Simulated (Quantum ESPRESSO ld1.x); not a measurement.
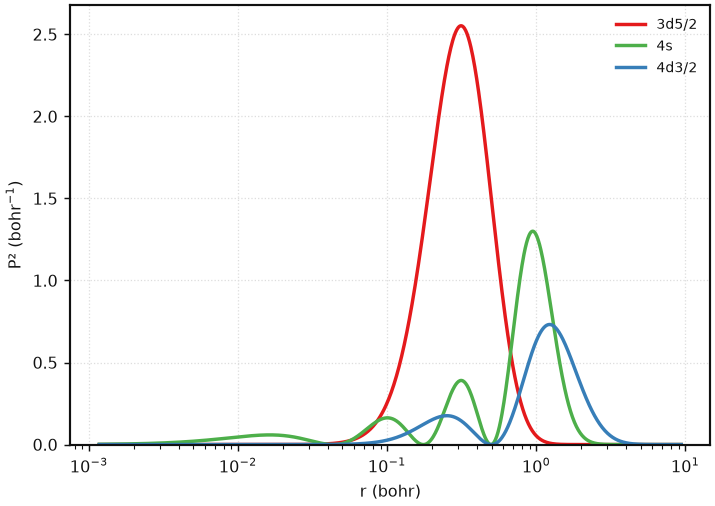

System: Tc⁺ (Z = 43, 42 electrons), configuration [Ar] 3d10 4s2 4p5 4d5 5s2 (4p1/2: 2, 4p3/2: 3, 4d3/2: 4, 4d5/2: 1). Method: Dirac Kohn-Sham, BLYP, spin-unpolarised, spherical densities, point nucleus; computed with Quantum ESPRESSO ld1.x 7.5.

The plot shows the radial probability densities P² (large components) of 4s, 3d5/2 and 4d3/2.

**Read the plot.**

3d5/2: outer maximum at 0.313 bohr, ⟨r⟩ = 0.400 bohr, 0 nodes, eigenvalue −262.4 eV; 4s: outer maximum at 0.944 bohr, ⟨r⟩ = 1.05 bohr, 3 nodes, eigenvalue −86.1 eV; 4d3/2: outer maximum at 1.23 bohr, ⟨r⟩ = 1.56 bohr, 1 node, eigenvalue −17.9 eV.
